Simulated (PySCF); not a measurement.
SMILES FC(F)([SiH2]CBr)F (C2H4BrF3Si) at its GFN2-xTB optimised geometry (Å):

```
11

F      0.8638     0.5675     0.0000
C     -0.4869     0.5675     0.0000
F     -0.8613     0.0630    -1.1915
F     -0.8638     1.8561     0.0000
Si    -1.2090    -0.4818     1.4761
C     -0.3172     0.1484     3.0386
Br    -1.2014     1.7856     3.6515
H     -2.6395    -0.2052     1.5087
H     -0.8184    -1.8561     1.1711
H      0.7265     0.4083     2.8717
H     -0.3775    -0.5536     3.8658
```

Method: PySCF with CAM-B3LYP/def2-TZVP. Cells within 0.4 Å of a nucleus heavier than hydrogen are left out (blank, or x).

Map of the HOMO amplitude (bohr^(-3/2)) on the plane z = 1.5 Å; orbital energy -9.42 eV, overall sign arbitrary:

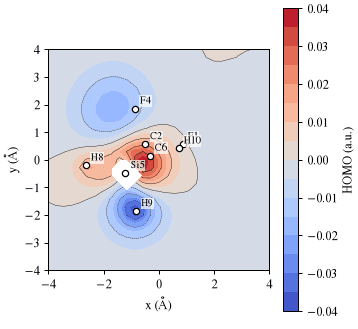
Figure: HOMO amplitude (bohr^(-3/2)) on the plane z = 1.5 Å.
